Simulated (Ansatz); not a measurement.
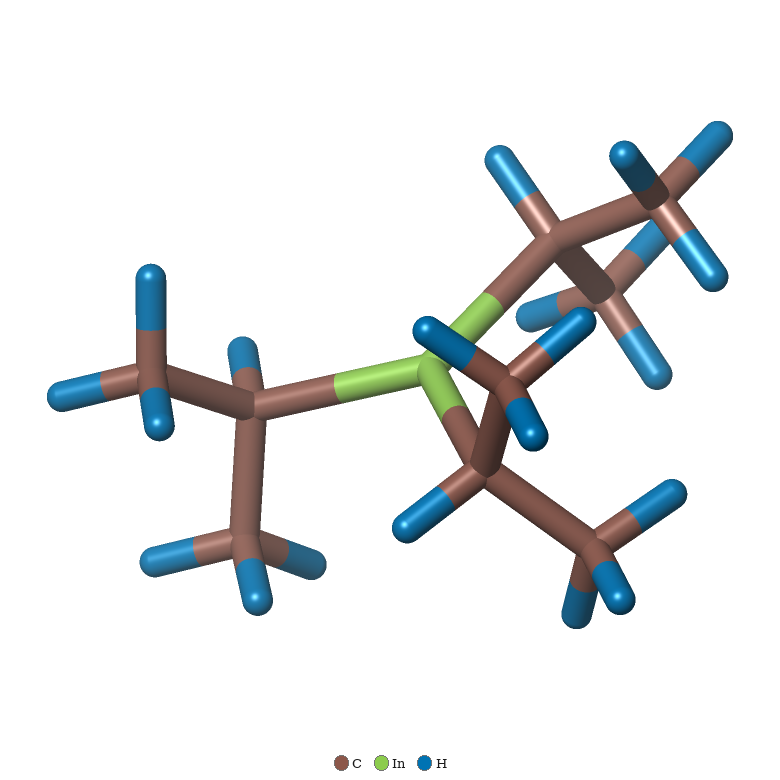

The geometry was computed by an optimisation with PBE0-D4/def2-TZVP. No frequency run is at hand to confirm it as a minimum. Properties computed with RKS PBE0-D4/def2-QZVPP, core potentials on In (Ansatz 0.2.0).

Computed properties:

The species is C9H21In (`C[CH](C)[In]([CH](C)C)[CH](C)C`).
- HOMO energy (Kohn–Sham orbital): −6.05 eV
- LUMO energy (Kohn–Sham orbital): −1.01 eV
- HOMO–LUMO gap: 5.04 eV
- dispersion correction: −63.7 kJ/mol
